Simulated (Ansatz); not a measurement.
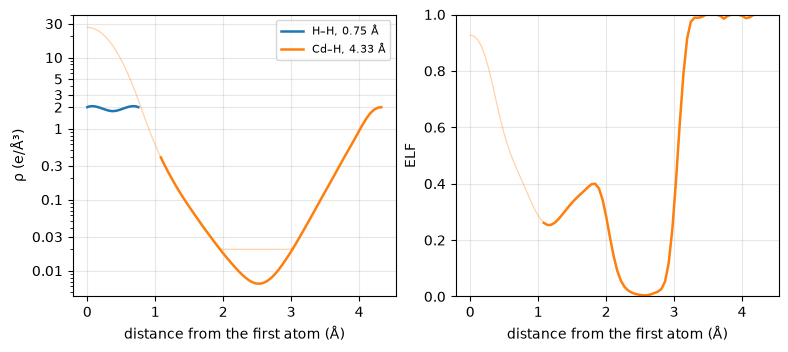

Figure 1: CdH₆. Valence charge density (pseudo) and electron localisation function along straight lines between neighbouring atoms. Thin, pale parts lie inside the atomic spheres.

Space group Pm-3m; a structure generated by program, which may or may not match a known phase.

Theory: DFT PBE, scalar-relativistic, plane waves, PAW (Ansatz).

The density is the valence pseudo-density of a PAW calculation; it isn't the true density close to the nuclei.

The calculation's input:

```
crystal:
  lattice:
    - [5.9663094078, 0.0, 0.0]
    - [0.0, 5.9663094078, 0.0]
    - [0.0, 0.0, 5.9663094078]
  atoms:
    - { symbol: Cd, position: [0.0, 0.0, 0.0] }
    - { symbol: H, position: [0.0628808557, 0.5, 0.5] }
    - { symbol: H, position: [0.5, 0.0628808557, 0.5] }
    - { symbol: H, position: [0.9371191443, 0.5, 0.5] }
    - { symbol: H, position: [0.5, 0.9371191443, 0.5] }
    - { symbol: H, position: [0.5, 0.5, 0.0628808557] }
    - { symbol: H, position: [0.5, 0.5, 0.9371191443] }
basis:
  ecutwfc: 420
kpoints:
  mp_grid: { grid: [4, 4, 4] }
hamiltonian:
  xc: pbe
scf:
  occupations: { method: fixed }
output:
  forces: true
  stress: true
  eigenvalues: true
  write_density: true
  write_potential: true
  elf: true
  volumetric_format: npy
relax:
  adjacent_minimum: "off"
  f_tol: 0.001
  max_steps: 60
  cell: { stress_tol: 0.01 }
```

Command:

```sh
ansatz run input.yaml --threads 1 --pin off --max-ram 2560MiB --backend cpu --events-out ev --progress --plain --runs-dir out
```

Below, planes, directions and counts refer to the conventional cell (a = 6.10 Å, b = 6.10 Å, c = 6.10 Å, α = 90.00°, β = 90.00°, γ = 90.00°).

The fields are those of the run's last geometry, not of the input's.

What can be read from the curves?

H–H (0.75 Å): ρ at the midpoint is about 1.8 e/Å³; the ELF peaks at about 1 between the atoms.
Cd–H (4.33 Å): ρ is about 0.01 e/Å³ halfway; the ELF climbs to about 1 towards the hydrogen.
